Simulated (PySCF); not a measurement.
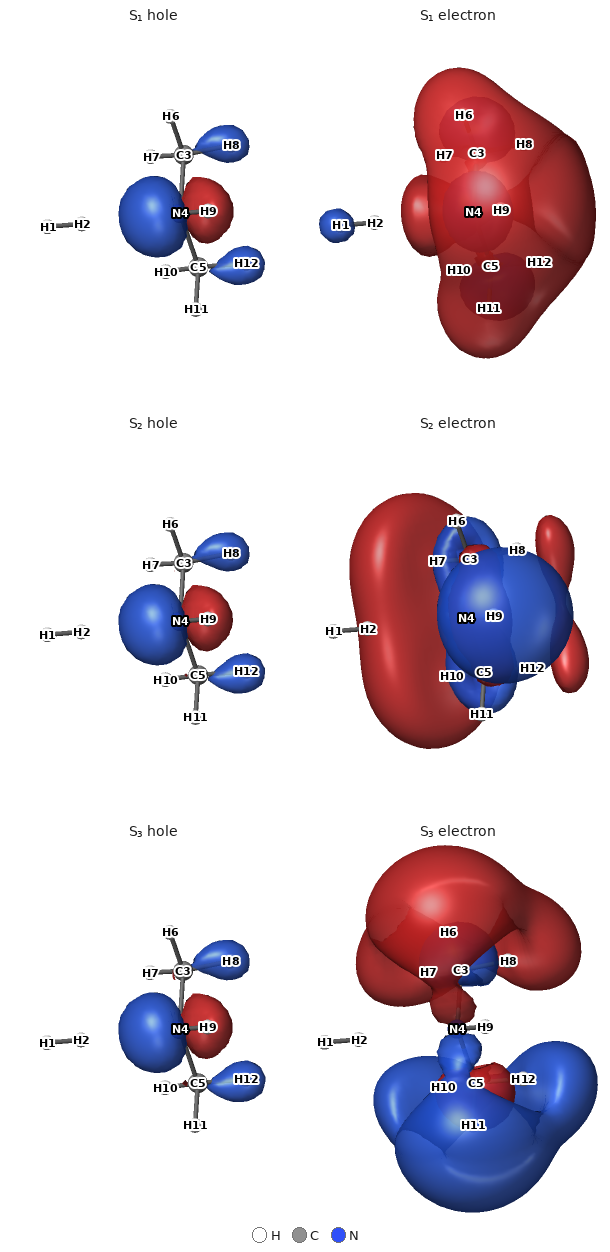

*C₂H₉N, SMILES `[H][H].CNC`. Leading natural transition orbitals (TDA singlet states).*

Level of theory: CAM-B3LYP/def2-SVP (PySCF), at a geometry from GFN2-xTB. The pair's geometry is semi-empirical, so its contact may be too short or too long. Without diffuse functions Rydberg states are missing, so the states' numbers hold for this basis only.

Cartesian coordinates (Å):

```
H1      -0.3182   -3.2167   -0.4435
H2      -0.2270   -2.4648   -0.2367
C3      -1.1719    0.4602   -0.1226
N4      -0.0092   -0.2692    0.3415
C5       1.2341    0.3069   -0.1292
H6      -2.0692   -0.0070    0.2794
H7      -1.2070    0.4020   -1.2111
H8      -1.1656    1.5229    0.1652
H9      -0.0080   -0.2920    1.3582
H10      1.2558    0.2442   -1.2177
H11      2.0673   -0.2694    0.2693
H12      1.3633    1.3622    0.1568
```

**Describe these excited states.**

By state:
- S₁: 6.68 eV (186 nm), f = 0.002 (very weak); the leading pair carries 100 %; hole on N4 (60 %), C3 and C5 (8 % each) and H8, H9 and H12 (5 % each), electron on H9 (30 %), N4 (14 %) and C3 and C5 (10 % each); their centroids lie 0.7 Å apart.
- S₂: 7.94 eV (156 nm), f = 0.047, partly diffuse acceptor orbital, which a basis without diffuse functions describes poorly; the leading pair carries 100 %; hole on N4 (59 %), C3 and C5 (8 % each) and H8 and H12 (5 % each), electron on H7 and H10 (20 % each), H9 (18 %) and C3 and C5 (10 % each) (atom shares of so diffuse an orbital are rough); their centroids lie 0.9 Å apart.
- S₃: 8.61 eV (144 nm), f = 0.001 (very weak), partly diffuse acceptor orbital, which a basis without diffuse functions describes poorly; the leading pair carries 99 %; hole on N4 (58 %), C3 and C5 (8 % each) and H8 and H12 (6 % each), electron on H6 and H11 (17 % each), C3 and C5 (12 % each) and H7, H8, H10 and H12 (9 % each) (atom shares of so diffuse an orbital are rough); their centroids lie 0.6 Å apart.
